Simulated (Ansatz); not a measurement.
FH8NSi3 (SMILES F[SiH2]N([SiH3])[SiH3])

The calculation's input:

```
crystal:
  periodic: [false, false, false]
  atoms:
    - {symbol: F, position_ang: [-0.939750, -2.374815, -0.160021]}
    - {symbol: N, position_ang: [-1.340337, 0.174756, 0.869796]}
    - {symbol: Si, position_ang: [-1.960892, -1.103674, -0.133366]}
    - {symbol: Si, position_ang: [-0.257626, 1.408799, 0.202259]}
    - {symbol: Si, position_ang: [-1.679220, 0.205616, 2.609179]}
    - {symbol: H, position_ang: [-3.243237, -1.600053, 0.421359]}
    - {symbol: H, position_ang: [-2.085519, -0.628621, -1.532349]}
    - {symbol: H, position_ang: [-0.815282, 2.770175, 0.453035]}
    - {symbol: H, position_ang: [-0.125985, 1.180861, -1.262422]}
    - {symbol: H, position_ang: [1.088410, 1.338210, 0.841510]}
    - {symbol: H, position_ang: [-2.562987, -0.945219, 2.939636]}
    - {symbol: H, position_ang: [-0.415625, 0.107853, 3.396134]}
    - {symbol: H, position_ang: [-2.355404, 1.483041, 2.980835]}
basis:
  gaussian: {orbitals: def2-SVPD}
hamiltonian: {xc: pbe0}
output: {forces: true, orbitals: {seedname: orbitals}}
```

Launched as:

```sh
ansatz run input.yaml --threads 2 --pin off --max-ram 5220MiB --events-out events.jsonl --progress --plain --runs-dir runs
```

Geometry: B3LYP/def2-SVP.

Theory: Ansatz 0.2.0, isolated molecule in a Gaussian basis; Kohn-Sham density functional theory, functional PBE0.

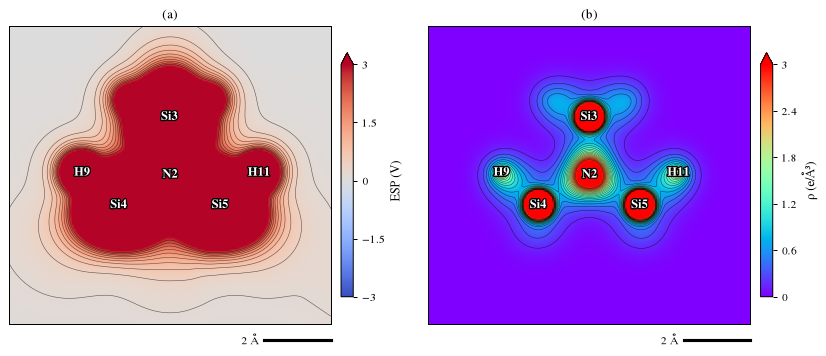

Figure 1. (a) molecular electrostatic potential; (b) total electron density on the plane of atoms Si4, N2 and Si5.

Interpret the plot.

Answer. The plane passes through N, Si and H nuclei. Si–N (1.74 Å): ρ is about 1 e/Å³ halfway. Si–H (1.49 Å): ρ at the midpoint is about 0.77 e/Å³. The potential has no marked negative region in this plane.

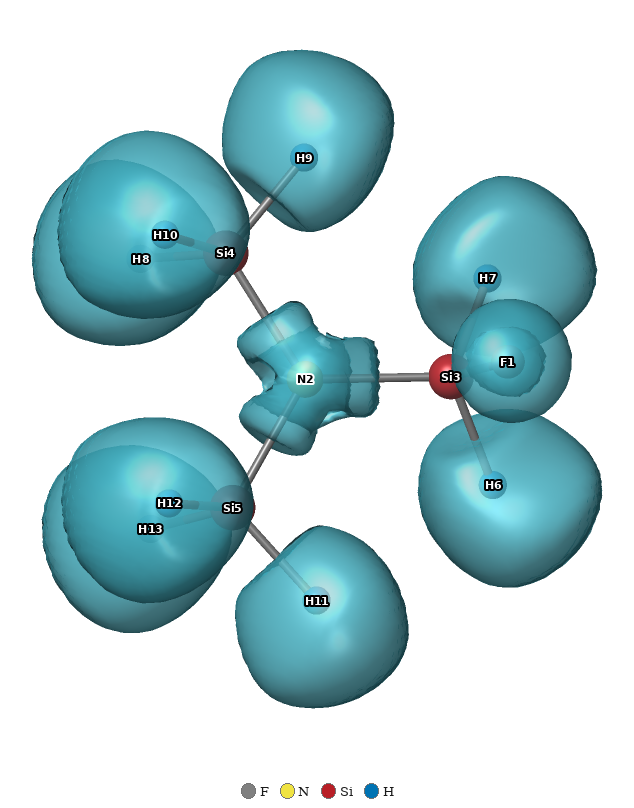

Figure 2. Isosurface of the electron localisation function at 0.8 (cyan), seen across its widest extent. Only the valence region is drawn (cores and ρ < 0.01 e/Å³ removed).

What do the ELF domains correspond to?

Answer. At this value the surface marks out eight regions around hydrogen nuclei, one region on N in which the atom's valence shell and bonds are merged and one region wrapped around F (its lone pairs, merged into a ring or cap). Profiles from the grid: Si–F (1.63 Å): the ELF peaks at about 0.85 in the valence shell of F, 0.6 Å from its nucleus, and is about 0.45 at the midpoint. Si–N (1.74 Å): the ELF peaks at about 0.90 between the atoms; a polar covalent bond.

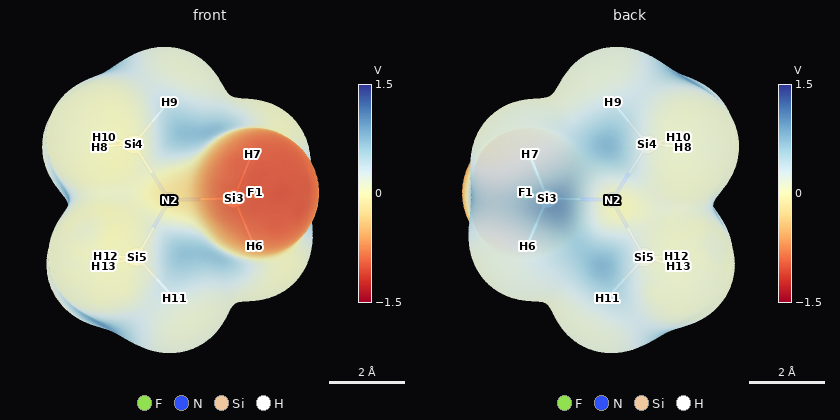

Figure 3. The electrostatic potential painted on the density surface at 0.001 e/bohr³, seen from the front and from behind; the colour scale runs from red (negative) to blue (positive).

Which sites attract a positive test charge, and which a negative one?

Answer. A positive charge is drawn to the negative regions and a negative charge to the positive ones. The most negative region (about −1.0 V) lies over F1, the most positive (about +1.0 V) over Si3, Si4 and Si5.

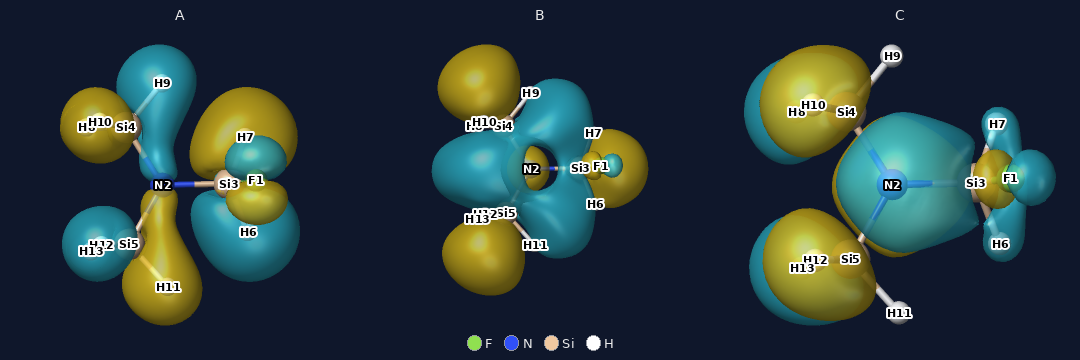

Figure 4. Three frontier orbitals at ±0.05 Å⁻³ᐟ² (yellow and cyan are the two phases), in no order.

Order the three orbitals by energy and name them.

Answer. A is the HOMO−1 (−9.41 eV). It lies mainly on Si3 (about 25 %), H6 (about 20 %), H7 (about 20 %), F1 (about 10 %), Si5 (about 5 %) and Si4 (about 5 %). C is the HOMO (−8.11 eV). Its weight (Hirshfeld) is mainly on N2 (about 45 %), Si4 (about 10 %) and Si5 (about 10 %). B is the LUMO (−0.41 eV). Its weight (Hirshfeld) is mainly on Si4 (about 25 %), Si5 (about 25 %), Si3 (about 15 %) and N2 (about 10 %).

What is the HOMO–LUMO gap?

Answer. 7.70 eV between the orbital energies.
